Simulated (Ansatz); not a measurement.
PbO (Pbcm, No. 57), treated with PBEsol-D3(BJ) in Ansatz (plane waves, PAW).

Run with plane-wave cutoff 520 eV, 8×6×6 k mesh (along the axes of the cell as run), Fermi–Dirac smearing 0.01 eV, scalar-relativistic PAW data made under PBE.

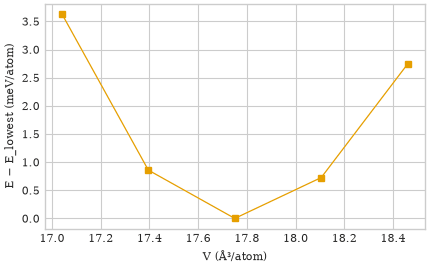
Fig. 1. Total energy against volume

Task: From the curve, estimate the equilibrium volume and the bulk modulus.

Result: V0 ≈ 17.8 Å³/atom and B0 ≈ 36 GPa; the fit gives V0 = 17.754 Å³/atom, B0 = 35.6 GPa, B′ = 8.8.

Shape and atoms are relaxed at each volume.

Note: the volume lies 8 % below that of the published cell; the bulk modulus comes from volumes at which shape and atoms were relaxed.

Spin–orbit coupling is not included; it can shift volumes and moduli of such heavy elements.

Static lattice: no zero-point or thermal effects.

It cost about 28 core-minutes (a rough figure) of CPU time.

Ansatz is a first-principles code.
